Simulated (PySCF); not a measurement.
Vertical excitations of a molecule C3H14Si3 from TDA-PBE/def2-SVPD (PySCF 2.14.0), as energy in eV (oscillator strength): 6.34 (0.004), 6.56 (0.005), 6.59 (0.025), 6.71 (0.059), 6.82 (0.046), 6.88 (0.072). Lowest triplet (TDA): 5.81 eV. Coordinates come from a PBE0-D3(BJ)/def2-SVP optimisation. One conformer was computed; it need not be the lowest.

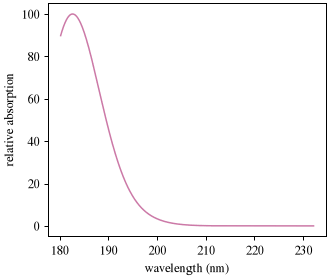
Figure: The lines broadened by 0.4 eV.

Problem. Which structure fits?
A) CC(C)[SiH2][SiH2][SiH3]
B) C[C@H](C[SiH3])[SiH2][SiH3]
C) CC(C)([SiH3])[SiH2][SiH3]
D) CC[C@H]([SiH3])[SiH2][SiH3]

Solution. B, C[C@H](C[SiH3])[SiH2][SiH3]
